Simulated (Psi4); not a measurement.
# H3S+ (SMILES [SH3+]): levels of theory compared

Aim: a comparison of 4 runs (MP2/aug-cc-pVDZ, FNO-CCSD(T)/LANL2DZ, BCCD(T)/6-31+G*, REMP2/aug-cc-pV(T+d)Z) of H3S+. 

The results are computed with Psi4 1.11.

3 further runs of the same task are left out: 3 set aside as unsound or not needed.

## 1. The structure to begin with

The species is H3S+ (4 atoms), meant as a singlet with charge +1. SMILES: `[SH3+]`. Geometry: relaxed at GFN2-xTB.

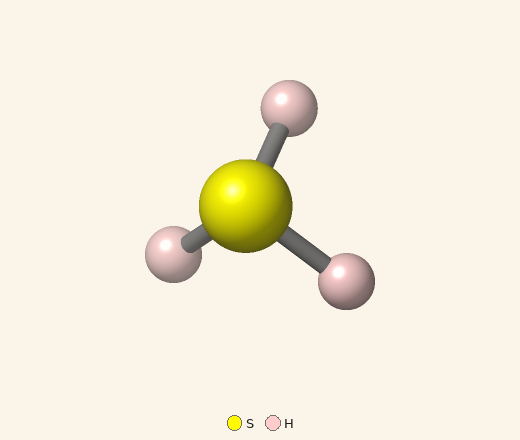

Viewed from a chosen angle; sulfur yellow, hydrogen pink.

## 2. A single-point energy at MP2/aug-cc-pVDZ (run 1)

File job.json:

```json
{
 "schema_name": "qcschema_input",
 "schema_version": 1,
 "molecule": {
  "schema_name": "qcschema_molecule",
  "schema_version": 2,
  "symbols": ["S", "H", "H", "H"],
  "geometry": [0.56997919, -0.19069226, -0.84272337, 1.60252555, 0.53086186, 1.38772038, -0.93380816, -1.96140344, 0.23627246, -1.23871547, 1.62123384, -0.78128837],
  "molecular_charge": 1,
  "molecular_multiplicity": 1,
  "fix_symmetry": "c1",
  "fix_com": true,
  "fix_orientation": true
 },
 "driver": "energy",
 "model": {
  "method": "mp2",
  "basis": "aug-cc-pVDZ"
 },
 "keywords": {
  "puream": true,
  "e_convergence": 1e-09,
  "d_convergence": 1e-08,
  "scf_type": "pk",
  "num_frozen_docc": 5,
  "mp2_type": "conv"
 }
}
```

Run with:

```bash
$ psi4 --qcschema job.json -n 1 --memory 1600MB
```

stdout:

```text
[...]
  Running in c1 symmetry.
[...]
  Nuclear repulsion =   19.543150808473719
[...]
  Multiplicity = 1
[...]
  Nalpha       = 9
  Nbeta        = 9
[...]
    Number of basis functions: 54
[...]
   @RHF iter   1:  -398.93081662947077    2.50875e-01   3.65840e-03 DIIS/ADIIS
[...]
   @RHF iter   9:  -398.97494779130255   -6.53699e-12   4.53848e-09 DIIS
[...]
    Orbital Energies [Eh]
    ---------------------
    Doubly Occupied:
       1A    -92.331594     2A     -9.330815     3A     -7.011737
       4A     -7.011735     5A     -7.010284     6A     -1.338890
       7A     -0.897486     8A     -0.897443     9A     -0.788777
[...]
  @RHF Final Energy:  -398.97494779130255
   => Energetics <=
    Nuclear Repulsion Energy =             19.5431508084737189
    One-Electron Energy =                -583.7986741930119479
    Two-Electron Energy =                 165.2805755932357101
    Total Energy =                       -398.9749477913025544
[...]
 Multipole Moments:
 ------------------------------------------------------------------------------------
     Multipole            Electronic (a.u.)      Nuclear  (a.u.)        Total (a.u.)
 ------------------------------------------------------------------------------------
 L = 1.  Multiply by 2.5417464519 to convert [e a0] to [Debye]
 Dipole X            :         -8.4486774            8.5496690            0.1009915
 Dipole Y            :          2.8265784           -2.8603839           -0.0338055
 Dipole Z            :         12.4916786          -12.6408695           -0.1491909
 Magnitude           :                                                    0.1833031
[...]
	SCS-MP2 Total Energy (a.u.)        :  -399.13255150815291
	SOS-MP2 Total Energy (a.u.)        :  -399.12268372193751
	SCSN-MP2 Total Energy (a.u.)       :  -399.02704970251983
[...]
	SOS-PI-MP2 Total Energy (a.u.)     :  -399.14730637704332
[...]
	MP2 Total Energy (a.u.)            :  -399.12766442547786
[...]
```

The result, in JSON:

```text
{
 "driver": "energy",
 "model": {
  "method": "mp2",
  "basis": "aug-cc-pVDZ"
 },
 "success": true,
 "return_result": -399.12766442547786,
 "properties": {
  "calcinfo_nbasis": 54,
  "calcinfo_nmo": 54,
  "calcinfo_nalpha": 9,
  "calcinfo_nbeta": 9,
  "calcinfo_natom": 4,
  "nuclear_repulsion_energy": 19.54315080847372,
  "return_energy": -399.12766442547786,
  "scf_one_electron_energy": -583.798674193012,
  "scf_two_electron_energy": 165.2805755932357,
  "scf_dipole_moment": [0.10099154204748295, -0.03380545774912491, -0.1491908763814127],
  "scf_total_energy": -398.97494779130255,
  "scf_iterations": 9,
  "mp2_same_spin_correlation_energy": -0.029603358646187034,
  "mp2_opposite_spin_correlation_energy": -0.1231132755291106,
  "mp2_singles_energy": 0.0,
  "mp2_doubles_energy": -0.15271663417529763,
  "mp2_correlation_energy": -0.1527166341753059,
  "mp2_total_energy": -399.12766442547786
 }
}
```

Wall time 2.6 s (1 thread of AMD EPYC 7R43 (Zen 3), shared host); peak memory 0.28 GiB.

## 3. The energy at FNO-CCSD(T)/LANL2DZ (core potential, Cartesian functions) (run 2)

File h3s.sdf:

```

     RDKit          3D

  4  3  0  0  0  0  0  0  0  0999 V2000
    0.3016   -0.1009   -0.4460 S   0  0  0  0  0  0  0  0  0  0  0  0
    0.8480    0.2809    0.7343 H   0  0  0  0  0  0  0  0  0  0  0  0
   -0.4941   -1.0379    0.1250 H   0  0  0  0  0  0  0  0  0  0  0  0
   -0.6555    0.8579   -0.4134 H   0  0  0  0  0  0  0  0  0  0  0  0
  2  1  1  0
  3  1  1  0
  4  1  1  0
M  CHG  1   1   1
M  END
$$$$
```

File run.py:

```python
import numpy as np
from ase.calculators.psi4 import Psi4
from ase.io import read

mol = read('h3s.sdf')
calc = Psi4(atoms=mol, method='fno-ccsd(t)', basis='LANL2DZ', memory='1600MB', num_threads=1, charge=1, multiplicity=1, label='calc')
calc.psi4.set_options({'scf_type': 'pk', 'num_frozen_docc': 0, 'e_convergence': 1e-07, 'r_convergence': 0.0001})
mol.calc = calc

print(f'energy: {mol.get_potential_energy():.6f} eV')
```

Run with:

```bash
$ python run.py
```

calc.dat:

```text
[...]
    !!!  WARNING: ECP capability is in beta. Please check occupations closely.  !!!
[...]
  Running in c1 symmetry.
[...]
  Nuclear repulsion =    7.830575429756397
[...]
  Multiplicity = 1
[...]
  Nalpha       = 4
  Nbeta        = 4
[...]
    Number of basis functions: 14
[...]
   @RHF iter   1:   -11.25410104641871   -7.19004e-01   1.20602e-02 ADIIS/DIIS
[...]
   @RHF iter   9:   -11.27693419838246   -2.66454e-14   1.18374e-09 DIIS
[...]
    Orbital Energies [Eh]
    ---------------------
    Doubly Occupied:
       1A     -1.371177     2A     -0.908235     3A     -0.908185
       4A     -0.784351
[...]
  @RHF Final Energy:   -11.27693419838246
   => Energetics <=
    Nuclear Repulsion Energy =              7.8305754297563972
    One-Electron Energy =                 -30.2711242080537168
    Two-Electron Energy =                  11.1636145799148565
    Total Energy =                        -11.2769341983824631
[...]
 Multipole Moments:
 ------------------------------------------------------------------------------------
     Multipole            Electronic (a.u.)      Nuclear  (a.u.)        Total (a.u.)
 ------------------------------------------------------------------------------------
 L = 1.  Multiply by 2.5417464519 to convert [e a0] to [Debye]
 Dipole X            :          1.0583193           -1.6888777           -0.6305584
 Dipole Y            :         -0.3540542            0.5650125            0.2109583
 Dipole Z            :         -1.5648535            2.4973384            0.9324848
 Magnitude           :                                                    1.1452665
[...]
      * MP2 total energy:                    -11.339507905010
[...]
      * MP2 total energy:                    -11.339507905010
[...]
      * MP3 total energy:                    -11.353460184203
[...]
      * CCSD total energy:                   -11.359481143421
[...]
      * CCSD(T) total energy                 -11.360029143196
[...]
```

The script printed:

```text
energy: -309.122138 eV
```

Run time: 2.8 s. Hardware: 1 thread of AMD EPYC 7R43 (Zen 3), shared host; peak memory 0.18 GiB.

## 4. A single-point energy at BCCD(T)/6-31+G(d) (Cartesian functions) (run 3)

File h3s.json:

```json
{
 "schema_name": "qcschema_input",
 "schema_version": 1,
 "molecule": {
  "schema_name": "qcschema_molecule",
  "schema_version": 2,
  "symbols": ["S", "H", "H", "H"],
  "geometry": [0.56997919, -0.19069226, -0.84272337, 1.60252555, 0.53086186, 1.38772038, -0.93380816, -1.96140344, 0.23627246, -1.23871547, 1.62123384, -0.78128837],
  "molecular_charge": 1,
  "molecular_multiplicity": 1,
  "fix_com": true,
  "fix_orientation": true
 },
 "driver": "energy",
 "model": {
  "method": "bccd(t)",
  "basis": "6-31+G*"
 },
 "keywords": {
  "reference": "rhf",
  "scf_type": "pk",
  "freeze_core": true
 }
}
```

Run with:

```bash
$ psi4 --qcschema h3s.json -n 1 --memory 1600MB
```

stdout:

```text
[...]
  Running in c1 symmetry.
[...]
  Nuclear repulsion =   19.543150808473719
[...]
  Multiplicity = 1
[...]
  Nalpha       = 9
  Nbeta        = 9
[...]
    Number of basis functions: 29
[...]
   @RHF iter   1:  -398.89753188953676    2.60023e-01   7.13520e-03 DIIS/ADIIS
[...]
   @RHF iter   9:  -398.94106067522773   -2.72848e-12   6.30990e-09 DIIS
[...]
    Orbital Energies [Eh]
    ---------------------
    Doubly Occupied:
       1A    -92.310722     2A     -9.322897     3A     -7.004467
       4A     -7.004466     5A     -7.002826     6A     -1.342251
       7A     -0.902252     8A     -0.902206     9A     -0.789902
[...]
  @RHF Final Energy:  -398.94106067522773
   => Energetics <=
    Nuclear Repulsion Energy =             19.5431508084737189
    One-Electron Energy =                -583.8044432304905058
    Two-Electron Energy =                 165.3202317467890907
    Total Energy =                       -398.9410606752277317
[...]
 Multipole Moments:
 ------------------------------------------------------------------------------------
     Multipole            Electronic (a.u.)      Nuclear  (a.u.)        Total (a.u.)
 ------------------------------------------------------------------------------------
 L = 1.  Multiply by 2.5417464519 to convert [e a0] to [Debye]
 Dipole X            :         -8.4895913            8.5496690            0.0600777
 Dipole Y            :          2.8402776           -2.8603839           -0.0201063
 Dipole Z            :         12.5521385          -12.6408695           -0.0887310
 Magnitude           :                                                    0.1090265
[...]
      * MP2 total energy                      = -399.063961829423818
[...]
      * CCSD total energy                     = -399.089525089577080
[...]
      * CCSD total energy                     = -399.089442690922851
[...]
      * MP2 total energy                      = -399.065718463151370
[...]
      * CCSD total energy                     = -399.089440465850714
[...]
      * CCSD(T) total energy                  = -399.092520144972752
[...]
```

The result, in JSON:

```text
{
 "driver": "energy",
 "model": {
  "method": "bccd(t)",
  "basis": "6-31+G*"
 },
 "success": true,
 "return_result": -399.09252014497275,
 "properties": {
  "calcinfo_nbasis": 29,
  "calcinfo_nmo": 29,
  "calcinfo_nalpha": 9,
  "calcinfo_nbeta": 9,
  "calcinfo_natom": 4,
  "nuclear_repulsion_energy": 19.54315080847372,
  "return_energy": -399.09252014497275,
  "scf_one_electron_energy": -583.8044432304905,
  "scf_two_electron_energy": 165.3202317467891,
  "scf_dipole_moment": [0.060077653226425554, -0.020106269381950703, -0.08873099789024685],
  "scf_total_energy": -398.94106067522773,
  "scf_iterations": 9,
  "mp2_same_spin_correlation_energy": -0.02301463326209824,
  "mp2_opposite_spin_correlation_energy": -0.0998865209338856,
  "mp2_singles_energy": -8.0499636852172855e-28,
  "mp2_doubles_energy": -0.12290115419598384,
  "mp2_correlation_energy": -0.12290115419598384,
  "mp2_total_energy": -399.0639618294238,
  "ccsd_same_spin_correlation_energy": -0.023290076742539773,
  "ccsd_opposite_spin_correlation_energy": -0.12517433760670443,
  "ccsd_singles_energy": 0.0,
  "ccsd_doubles_energy": -0.1484644143492442,
  "ccsd_correlation_energy": -0.14846441434924432,
  "ccsd_total_energy": -399.0895250895771,
  "ccsd_iterations": 7
 }
}
```

It took 8.4 s on 1 thread of AMD EPYC 7R43 (Zen 3), shared host; peak memory 0.19 GiB.

## 5. The energy at REMP2/aug-cc-pV(T+d)Z (density fitting, density fitting for correlation) (run 4)

File calc.py:

```python
import psi4

psi4.set_memory('1600 MB')
psi4.set_num_threads(1)
psi4.core.set_output_file('run.log', False)

molecule = psi4.geometry("""
1 1
S
H 1 1.355528
H 1 1.355461 2 93.70294
H 1 1.355172 3 93.69046 2 -93.95344
""")

psi4.set_options({
    'basis': 'aug-cc-pV(T+d)Z',
    'freeze_core': True,
    'cc_type': 'df',
})

result, w = psi4.energy("remp2", molecule=molecule, return_wfn=True)
print('E =', round(result, 9))
```

Run with:

```bash
$ python calc.py
```

run.log:

```text
[...]
  Running in c1 symmetry.
[...]
  Nuclear repulsion =   19.543148066633549
[...]
  Multiplicity = 1
[...]
  Nalpha       = 9
  Nbeta        = 9
[...]
    Number of basis functions: 124
[...]
   @DF-RHF iter   1:  -398.95041020938424    2.38897e-01   1.67942e-03 DIIS/ADIIS
[...]
   @DF-RHF iter   9:  -398.99697627730330   -6.06519e-11   5.32712e-09 DIIS
[...]
    Orbital Energies [Eh]
    ---------------------
    Doubly Occupied:
       1A    -92.327190     2A     -9.325468     3A     -7.005982
       4A     -7.005981     5A     -7.005045     6A     -1.335203
       7A     -0.898571     8A     -0.898527     9A     -0.789450
[...]
  @DF-RHF Final Energy:  -398.99697627730330
   => Energetics <=
    Nuclear Repulsion Energy =             19.5431480666335489
    One-Electron Energy =                -583.8974104646745218
    Two-Electron Energy =                 165.3572861207376832
    Total Energy =                       -398.9969762773033040
[...]
 Multipole Moments:
 ------------------------------------------------------------------------------------
     Multipole            Electronic (a.u.)      Nuclear  (a.u.)        Total (a.u.)
 ------------------------------------------------------------------------------------
 L = 1.  Multiply by 2.5417464519 to convert [e a0] to [Debye]
 Dipole X            :         -0.7209179            1.1544838            0.4335658
 Dipole Y            :         -0.6729743            1.0778293            0.4048550
 Dipole Z            :         -0.6307274            1.0102376            0.3795103
 Magnitude           :                                                    0.7042123
[...]
	DF-MP2 Total Energy (a.u.)         :  -399.18737077565351
[...]
```

The script printed:

```text
E = -399.21526712
```

It took 19 s on 1 thread of AMD EPYC 7R43 (Zen 3), shared host; peak memory 0.35 GiB.

## 6. All runs side by side

```
run                                                                     level  core potential  Cartesian functions  energy (Eh)  HOMO energy (eV)  LUMO energy (eV)  HOMO–LUMO gap (eV)  wall time
  1                                                           MP2/aug-cc-pVDZ            none                   no  -399.127664            -21.46             -3.81               17.65      2.6 s
  2                 FNO-CCSD(T)/LANL2DZ (core potential, Cartesian functions)         LANL2DZ                  yes   -11.360029            -21.34             -2.91               18.43      2.8 s
  3                                     BCCD(T)/6-31+G* (Cartesian functions)            none                  yes  -399.092520            -21.49             -3.70               17.79      8.4 s
  4  REMP2/aug-cc-pV(T+d)Z (density fitting, density fitting for correlation)            none                   no  -399.215267            -21.48             -3.79               17.69       19 s
```

## 7. Outcome

| quantity | value |
| --- | --- |
| run 4: total energy | -399.21527 Eh |
| run 4: HOMO energy (Hartree–Fock orbitals) | -21.48 eV |
| run 4: LUMO energy (Hartree–Fock orbitals) | -3.79 eV |
| run 4: HOMO–LUMO gap (Hartree–Fock orbitals) | 17.69 eV |
| run 4: correlation energy (5 core orbitals frozen) | -218.3 mEh |

**Reading.** Some runs of one species differ in core potentials or relativity; totals across that change don't compare. All runs together took 33 s, the longest 19 s.
